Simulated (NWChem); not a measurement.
# BH3 (borane): levels of theory compared

Wanted: a comparison of 5 runs (HF/STO-3G, HF/3-21G, B3LYP/6-31G*, CR-CCSD(T)/def2-TZVPPD) of BH3 (borane). 

Program for the calculation: NWChem 7.3.0.

1 further run of the same task is left out (set aside as unsound or not needed).

## 1. The molecule

The species is BH3 (4 atoms), meant as a singlet with charge 0. SMILES: `B`. The B1–H3 distance was set to 1.790 Å, away from the relaxed value. At this shape a bond of the SMILES string is far longer than usual.

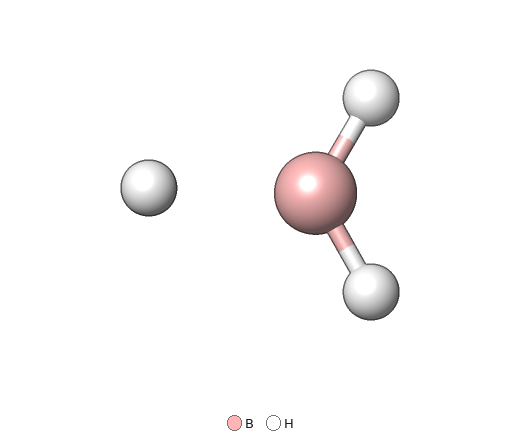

Viewed from a chosen angle; boron pink, hydrogen white.

## 2. The energy at HF/STO-3G (run 1)

Input file run.py:

```python
from ase import Atoms
from ase.calculators.nwchem import NWChem

system = Atoms('BHHH', positions=[
    [0.158940, 0.563211, -0.029148],
    [1.127240, 0.960011, 0.544752],
    [-0.276200, -1.171800, 0.043000],
    [-0.519360, 1.323211, -0.650948],
])

calc = NWChem(
    label='bh3',
    theory='scf',
    memory='2200 mb',
    basis='STO-3G',
    basispar='spherical bse',
    scf={'nopen': '0', 'rhf': None, 'thresh': '1e-08', 'maxiter': '80'},
    task='energy',
)
system.calc = calc

e = system.get_potential_energy()
print(f"E = {e:.6f} eV")
print("dipole (e A):", system.get_dipole_moment().round(4))
```

Run with:

```
$ export ASE_NWCHEM_COMMAND="nwchem PREFIX.nwi > PREFIX.nwo"
$ python run.py
```

The log of the run:

```text
E = -705.923185 eV
dipole (e A): [ 0.0251  0.0998 -0.0042]
```

The calculator wrote bh3.nwi:

```
title "bh3"

permanent_dir bh3

scratch_dir bh3

start bh3

geometry units angstrom nocenter noautosym noautoz
  B  1.5894000000000000e-01 5.6321100000000002e-01 -2.9148000000000000e-02
  H  1.1272400000000000e+00 9.6001099999999995e-01 5.4475200000000001e-01
  H  -2.7620000000000000e-01 -1.1718000000000000e+00 4.2999999999999997e-02
  H  -5.1936000000000004e-01 1.3232109999999999e+00 -6.5094799999999997e-01
end

memory 2200 mb

basis spherical bse noprint
   * library STO-3G
end

scf
  nopen 0
  rhf
  thresh 1e-08
  maxiter 80
end

task scf energy
```

bh3.nwo:

```text
Northwest Computational Chemistry Package (NWChem) 7.3.0
             --------------------------------------------------------

           Job information
           ---------------

    nwchem branch   = 7.3.0
    use scalapack   = T
    input           = bh3.nwi
    prefix          = bh3.
    data base       = bh3/bh3.db
    status          = startup
    nproc           =        1

           Memory information
           ------------------

    heap     =     72089598 doubles =      550.0 Mbytes
    stack    =     72089595 doubles =      550.0 Mbytes
    global   =    144179200 doubles =     1100.0 Mbytes (distinct from heap & stack)
    total    =    288358393 doubles =     2200.0 Mbytes
    verify   = yes
    hardfail = no

           Directory information
           ---------------------

  0 permanent = bh3
  0 scratch   = bh3

                                NWChem Input Module
                                -------------------

                                        bh3
                                        ---

[... 104 lines left out ...]
 Convergence threshold     :          1.000E-08
[... 12 lines left out ...]
       Final RHF  results
[... 3 lines left out ...]
      One-electron energy =    -47.268043982508
[... 1 line left out ...]
 Nuclear repulsion energy =      6.574803130607
[... 16 lines left out ...]
                       ROHF Final Molecular Orbital Analysis
[... 56 lines left out ...]
 center of mass
 --------------
 x =   0.28065482 y =   0.98584035 z =  -0.05179082

 moments of inertia (a.u.)
 ------------------
          15.988454932375          -2.222959393931          -3.405858447049
          -2.222959393931           8.301792767210           1.328088306072
          -3.405858447049           1.328088306072          19.099329830880

  Mulliken analysis of the total density
  --------------------------------------

    Atom       Charge   Shell Charges
 -----------   ------   -------------------------------------------------------
    1 B    5     4.78   1.99  1.10  1.69
    2 H    1     1.06   1.06
    3 H    1     1.10   1.10
    4 H    1     1.06   1.06

       Multipole analysis of the density wrt the origin
       ------------------------------------------------

     L   x y z        total         open         nuclear
     -   - - -        -----         ----         -------
     0   0 0 0     -0.000000      0.000000      8.000000

     1   1 0 0      0.047353      0.000000      2.128550
[... 8 lines of this table left out ...]
     2   0 0 2     -5.323748      0.000000      2.594682

 Task  times  cpu:        0.1s     wall:        0.1s
 Total times  cpu:        0.1s     wall:        0.1s
```

Run time: 1.7 s. Hardware: 1 thread of Intel Xeon, shared host; peak memory 0.096 GiB.

## 3. A single-point energy at HF/3-21G (run 2)

Input file run.py:

```python
from ase import Atoms
from ase.calculators.nwchem import NWChem

mol = Atoms(['B', 'H', 'H', 'H'], positions=[
    [0.158940, 0.563211, -0.029148],
    [1.127240, 0.960011, 0.544752],
    [-0.276200, -1.171800, 0.043000],
    [-0.519360, 1.323211, -0.650948],
])

calc = NWChem(
    label='bh3',
    theory='scf',
    memory='2200 mb',
    basis='3-21G',
    basispar='spherical bse',
    scf={'nopen': '0', 'rhf': None, 'thresh': '1e-08', 'maxiter': '80', 'print': 'low'},
    task='energy',
)
mol.calc = calc

print(f"energy = {mol.get_potential_energy():.6f} eV")
```

Run with:

```
$ export ASE_NWCHEM_COMMAND="nwchem PREFIX.nwi > PREFIX.nwo"
$ python run.py
```

The log of the run:

```text
energy = -711.946072 eV
```

The calculator wrote bh3.nwi:

```
title "bh3"

permanent_dir bh3

scratch_dir bh3

start bh3

geometry units angstrom nocenter noautosym noautoz
  B  1.5894000000000000e-01 5.6321100000000002e-01 -2.9148000000000000e-02
  H  1.1272400000000000e+00 9.6001099999999995e-01 5.4475200000000001e-01
  H  -2.7620000000000000e-01 -1.1718000000000000e+00 4.2999999999999997e-02
  H  -5.1936000000000004e-01 1.3232109999999999e+00 -6.5094799999999997e-01
end

memory 2200 mb

basis spherical bse noprint
   * library 3-21G
end

scf
  nopen 0
  rhf
  thresh 1e-08
  maxiter 80
  print low
end

task scf energy
```

bh3.nwo:

```text
Northwest Computational Chemistry Package (NWChem) 7.3.0
             --------------------------------------------------------

           Job information
           ---------------

    nwchem branch   = 7.3.0
    use scalapack   = T
    input           = bh3.nwi
    prefix          = bh3.
    data base       = bh3/bh3.db
    status          = startup
    nproc           =        1

           Memory information
           ------------------

    heap     =     72089598 doubles =      550.0 Mbytes
    stack    =     72089595 doubles =      550.0 Mbytes
    global   =    144179200 doubles =     1100.0 Mbytes (distinct from heap & stack)
    total    =    288358393 doubles =     2200.0 Mbytes
    verify   = yes
    hardfail = no

           Directory information
           ---------------------

  0 permanent = bh3
  0 scratch   = bh3

                                NWChem Input Module
                                -------------------

                                        bh3
                                        ---

[... 23 lines left out ...]
            Nuclear Dipole moment (a.u.)
[... 28 lines left out ...]
        center 1       |       center 2       |       center 3       |  degrees
 ------------------------------------------------------------------------------
    2 H                |   1 B                |   4 H                |   120.00
 ------------------------------------------------------------------------------
                            number of included internuclear angles:          1
 ==============================================================================

                                 NWChem SCF Module
                                 -----------------

                                        bh3

  ao basis        = "ao basis"
  functions       =    15
  atoms           =     4
  closed shells   =     4
  open shells     =     0
  charge          =   0.00
  wavefunction    = RHF
  input vectors   = atomic
  output vectors  = bh3/bh3.movecs
  use symmetry    = F
  symmetry adapt  = F

 Forming initial guess at       0.0s

 Starting SCF solution at       0.1s

       Final RHF  results
       ------------------

         Total SCF energy =    -26.163535798233
      One-electron energy =    -46.957683896633
      Two-electron energy =     14.219344967793
 Nuclear repulsion energy =      6.574803130607

        Time for solution =      0.1s

 Task  times  cpu:        0.1s     wall:        0.1s
 Total times  cpu:        0.1s     wall:        0.1s
```

It took 1.7 s on 1 thread of Intel Xeon, shared host; peak memory 0.099 GiB.

Runs 3 to 4 aren't shown in full; the table further down has their settings and results.

## 4. A single-point energy at CR-CCSD(T)/def2-TZVPPD (run 5)

Input file bh3.nw:

```
START bh3
memory stack 330 mb heap 110 mb global 1760 mb
charge 0

GEOMETRY units angstroms noautosym nocenter noautoz
B     0.158940    0.563211   -0.029148
H     1.127240    0.960011    0.544752
H    -0.276200   -1.171800    0.043000
H    -0.519360    1.323211   -0.650948
END

BASIS spherical bse
* library def2-TZVPPD
END

SCF
thresh 1e-08
maxiter 80
END

TCE
scf
cr-ccsd(t)
freeze core 1
maxiter 60
2eorb
2emet 13
END

TASK tce energy
```

Run with:

```
$ nwchem bh3.nw > bh3.out
```

The log of the run:

```text
[...]
  functions       =    88
[...]
  wavefunction    = RHF
[...]
         Total SCF energy =    -26.326725935158
      One-electron energy =    -47.189788830879
      Two-electron energy =     14.288259765114
 Nuclear repulsion energy =      6.574803130607
        Time for solution =      7.1s
[...]
         Wavefunction type : Restricted Hartree-Fock
          No. of electrons :     8
[...]
         Spin multiplicity : singlet
[...]
 CCSD total energy / hartree       =       -26.468137581410168
[...]
 CR-CCSD[T] total energy / hartree       =       -26.471234077374678
[...]
 CR-CCSD(T) total energy / hartree       =       -26.471101665853894
[...]
```

Wall time 49 s (1 thread of Intel Xeon, shared host); peak memory 0.44 GiB.

## 5. All runs side by side

| run | level | iteration cap | module | energy (Eh) | HOMO energy (eV) | LUMO energy (eV) | HOMO–LUMO gap (eV) | wall time |
| --- | --- | --- | --- | --- | --- | --- | --- | --- |
| 1 | HF/STO-3G | 80 | scf | -25.942199 | -9.16 | 6.41 | 15.57 | 1.7 s |
| 2 | HF/3-21G | 80 | scf | -26.163536 | – | – | – | 1.7 s |
| 3 | B3LYP/6-31G* (spherical functions) | 100 | dft | -26.543973 | – | – | – | 4.8 s |
| 4 | B3LYP/6-31G* (Cartesian functions) | 100 | dft | -26.544460 | -7.96 | -2.11 | 5.84 | 3.9 s |
| 5 | CR-CCSD(T)/def2-TZVPPD | 80 | tce | -26.471102 | -11.08 | 1.15 | 12.23 | 49 s |

## 6. Summary of results

| quantity | value |
| --- | --- |
| run 5: total energy | -26.47110 Eh |
| run 5: HOMO energy (Hartree–Fock orbitals) | -11.08 eV |
| run 5: LUMO energy (Hartree–Fock orbitals) | 1.15 eV |
| run 5: HOMO–LUMO gap (Hartree–Fock orbitals) | 12.23 eV |
| run 5: correlation energy (1 core orbital frozen) | -144.4 mEh |

In words: In run 1 the basis is minimal, so the values are rough. All runs together took 61 s, the longest 49 s.
